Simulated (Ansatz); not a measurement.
# Effect of 3 layers on HfO2

Start from HfO2 in the fluorite structure (space group Fm-3m, No. 225; a = 5.0589 Å). Axes: x, y, z lie along the cube axes.

Perturbation: a free-standing slab of 3 layers (9 atoms, 3 a layer) is cut normal to [111], with 15 Å of vacuum and the in-plane cell held at bulk.

Computed with Ansatz (a first-principles code) r2SCAN, no SOC, earlier PAW set. Settings: 11×11×1 k-points, 0.05 eV Fermi–Dirac smearing, for the changed cell.

The layer's space group (with vacuum) comes out as P-3m1 (No. 164) and the shortest interatomic distance drops by 4.84 pm (219.1 pm → 214.2 pm). The band gap goes up by 0.39 eV, from 4.30 eV to 4.69 eV and the gap character is direct at M. The excess energy per area of both faces (slab less bulk energy over the cell's area: twice a surface energy) is 2.21 J/m² and the thickness between the outermost nuclei comes out as 7.33 Å. The change of the spacing d12 from its bulk value of 0.730 Å amounts to +7.6 % and the change of the spacing d23 from its bulk value of 0.730 Å amounts to -0.3 %.

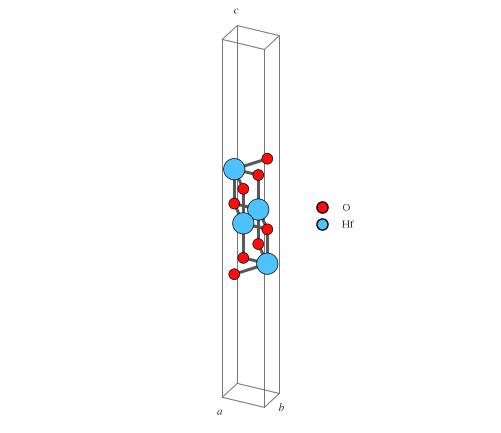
Fig. 1. The relaxed cell after the change

Cost of the whole job for the changed cell (relaxation, final SCF and bands): around 6 core-minutes (rough).

The excess energy carries the mismatch between the slab's and the bulk's meshes. Spin-orbit coupling, missing from the scalar runs, can matter with Hf. Stability against distortions was not tested. This is not the structure that HfO2 has at room temperature and ambient pressure. Labels are those of the standard path for the cell's own space group.
